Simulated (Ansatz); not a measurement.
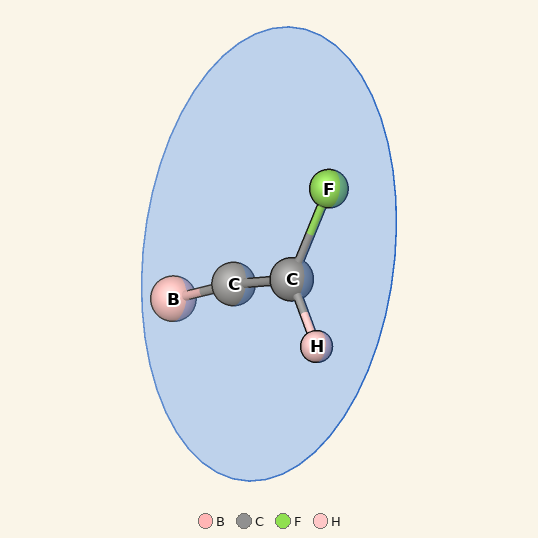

All proper rotation axes (lines) and mirror planes (discs) of the structure are drawn in. Distant atoms are faded towards the background colour. State: neutral, doublet. The geometry was computed by an optimisation with PBE0-D4/def2-TZVP. No frequency run is at hand to confirm it as a minimum.

Q: Name the symmetry elements and the point group.

A: It has 1 mirror plane. Point group Cs. The group has 2 operations. The geometry is achiral, and symmetry allows a dipole moment.
